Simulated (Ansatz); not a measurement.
Input file:

```
crystal:
  periodic: [false, false, false]
  atoms:
    - {symbol: B, position_ang: [1.102415, -0.434825, 0.793059]}
    - {symbol: C, position_ang: [-0.045939, 0.018105, -0.033079]}
    - {symbol: C, position_ang: [-1.045398, 0.412433, -0.752149]}
    - {symbol: H, position_ang: [-2.014234, -0.083167, -0.705447]}
    - {symbol: H, position_ang: [-0.961312, 1.256639, -1.435129]}
    - {symbol: H, position_ang: [1.821473, -1.296378, 0.381893]}
    - {symbol: H, position_ang: [1.295513, 0.066941, 1.860454]}
basis:
  gaussian: {orbitals: def2-TZVPP}
magnetization: {spin_polarized: true, initial_magnetization: 1}
hamiltonian: {xc: pbe0, dispersion: d4}
output: {orbitals: {seedname: orbitals}}
```

Run with:

```sh
ansatz run in.yaml --threads 2 --pin off --events-out ev --progress --plain --max-ram 4352MiB
```

Geometry: PBE0-D4/def2-TZVP.

Level of theory: Ansatz 0.2.0, UKS PBE0-D4/def2-TZVPP.

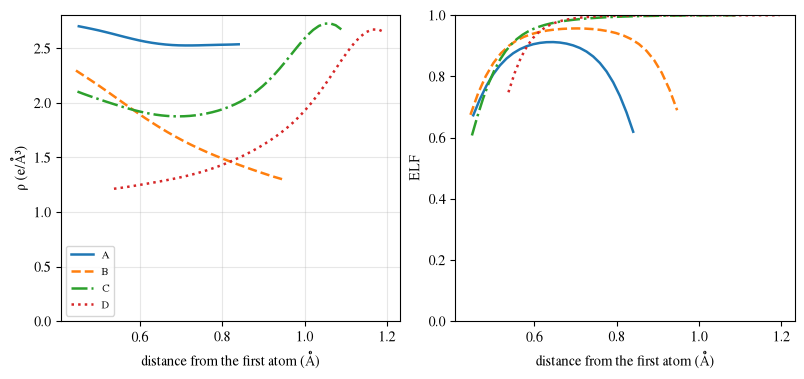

C2H4B (doublet). Electron density and ELF along straight lines between neighbouring atoms. The curves leave out the atomic cores.

> Which curve belongs to which contact (B–H, C–B, C–C and C–H)? The first atom named is at distance zero.

Curve A: C–C (1.29 Å): ρ at the midpoint is about 2.5 e/Å³; the ELF peaks at about 0.90 between the atoms: a short, multiple covalent bond. Curve B: C–B (1.49 Å): the density is about 1.6 e/Å³ at the midpoint; the ELF peaks at about 0.95 between the atoms; localised, covalent bonding. Curve C: C–H (1.09 Å): ρ at the midpoint is about 2 e/Å³; the ELF climbs to about 1 towards the hydrogen, as it does in any bond to H: an ordinary covalent bond to hydrogen. Curve D: B–H (1.20 Å): ρ is about 1.2 e/Å³ halfway; the ELF climbs to about 1 towards the hydrogen (an ordinary covalent bond to hydrogen).
